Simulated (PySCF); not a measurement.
F3GeH, SMILES `F[GeH](F)F`.

Method: PBE0/def2-TZVP; geometry: GFN2-xTB; program: PySCF. No frequency check shows the geometry to be a minimum. A basis without diffuse functions makes polarisabilities too small. GFN2-xTB bond lengths at metals and heavier atoms can be off by up to 0.1 Å and shapes distorted, which carries into these values.

Geometry (Å), atoms numbered from 1:

```
F1      -0.5165   -1.4643    0.4039
Ge2      0.0001    0.0001   -0.2859
F3      -1.0102    1.1790    0.4042
F4       1.5264    0.2848    0.4041
H5      -0.0008    0.0003   -1.7605
```

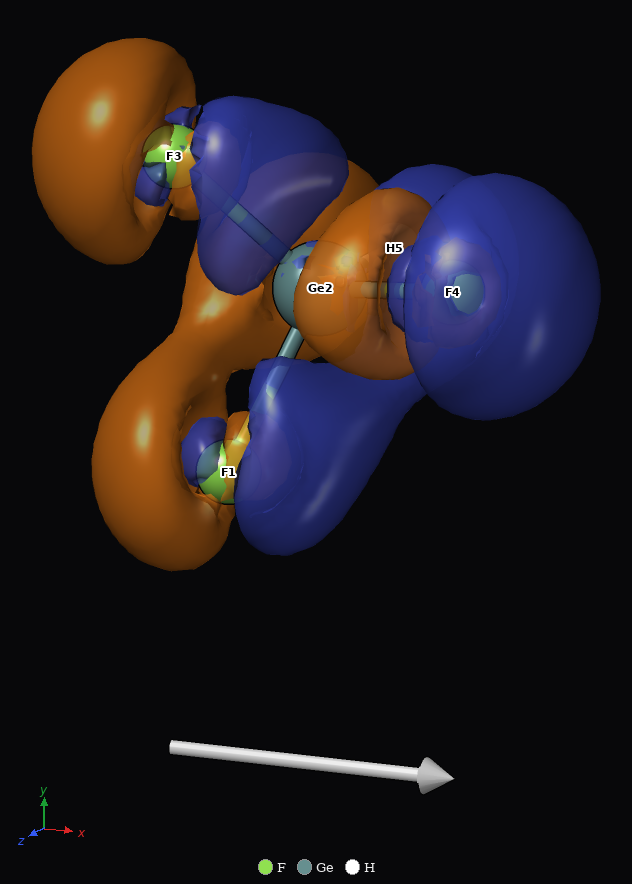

Change of the electron density in a uniform field of 0.21 V/Å along +x (arrow), surfaces at ±0.001 e/Å³ (orange: gain, blue: loss).

**What dipole is induced, and what polarisability does it imply?**

The induced dipole is 0.25 D (along the field); α along this axis, from the fields in both directions, is 24 bohr³ (3.6 Å³).

**Which atoms gain and lose the most charge?**

Electrons gather most on F3 (Hirshfeld charge changes by −0.006 e) and leave F4 most (+0.009 e); 0.028 electrons are displaced in all.
